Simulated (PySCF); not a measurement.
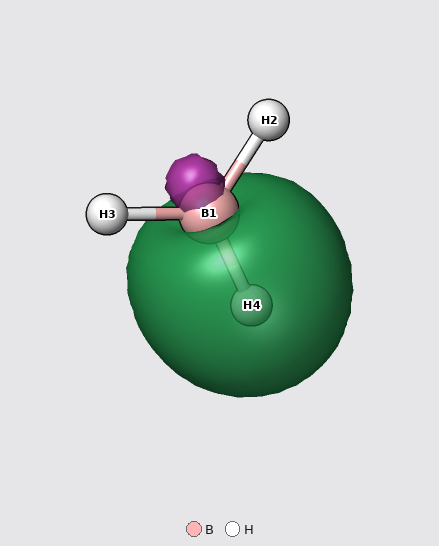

*BH3, SMILES `B`. Intrinsic bond orbitals (IBO), occupied; each surface holds about 85 % of the orbital's density. Energies are diagonal elements of the Fock matrix.*

Level of theory: BP86/6-311G** (PySCF), at a geometry from GFN2-xTB. This is a single-reference result, which may miss multireference character in this system. No frequency check shows the geometry to be a minimum.

Input

```python
import numpy as np
from pyscf import gto, scf, dft, lo
from pyscf.data.elements import chemcore

def solve(mol, dm0=None, hcore=None):
    mf = (dft.UKS if mol.spin else dft.RKS)(mol, xc='bp86')
    mf.grids.level = 3
    mf = mf.density_fit(auxbasis='def2-universal-jkfit')
    mf.conv_tol, mf.max_cycle = 1e-8, 80
    if hcore is not None:
        mf.get_hcore = lambda *args: hcore
    mf.kernel(dm0)
    if not mf.converged:
        mf = mf.newton().run(mf.mo_coeff, mf.mo_occ, max_cycle=30)
    assert mf.converged, 'SCF not converged'
    return mf

mol = gto.M(atom='''
B      0.00000     0.00000     0.00000
H     -0.30093     1.12490     0.00000
H     -0.82373    -0.82307     0.00000
H      1.12466    -0.30184     0.00000
''', basis='6-311g**', charge=0, spin=0, verbose=4)
mf = solve(mol)
occ_all = mf.mo_coeff[:, mf.mo_occ > 0]
occ = occ_all[:, chemcore(mol):]
loc = lo.ibo.ibo(mol, occ, iaos=lo.iao.iao(mol, occ_all))
fock, s = mf.get_fock(), mf.get_ovlp()
ortho = lo.orth_ao(mol, 'meta_lowdin')
ortho = lo.vec_lowdin(lo.iao.iao(mol, occ_all), s)
labels = lo.iao.reference_mol(mol).ao_labels(fmt=None)
vir = lo.vvo.livvo(mol, occ_all, mf.mo_coeff[:, mf.mo_occ == 0])
both = np.hstack([loc, vir])
p = (ortho.T @ s @ both) ** 2
pop = np.array([p[[l[0] == a for l in labels]].sum(0) for a in range(mol.natm)])
spd = np.array([[p[[l[0] == a and l[2][-1] == k for l in labels]].sum(0) for k in 'spd'] for a in range(mol.natm)])
eps = np.einsum('pi,pq,qi->i', both, fock, both)
for i in np.argsort(eps):
    top = np.argsort(-pop[:, i])[:3]
    print('%3d %s %9.4f Eh ' % (i + 1, 'occ' if i < loc.shape[1] else 'vir', eps[i]), '  '.join('%s%d %.3f' % (mol.atom_symbol(a), a + 1, pop[a, i]) for a in top))
np.savez('result.npz', c=both, nocc=loc.shape[1], pop=pop, spd=spd, eps=eps, e=mf.e_tot)
```

Command:

```sh
OMP_NUM_THREADS=1 python input.py
```

The run took 1.2 s on 1 thread of Arm Neoverse V2, on a shared host, peak memory 0.2 GiB.

### What does this orbital represent?

σ bond B1–H4 (B1 51 %, H4 49 %; −10.0 eV).
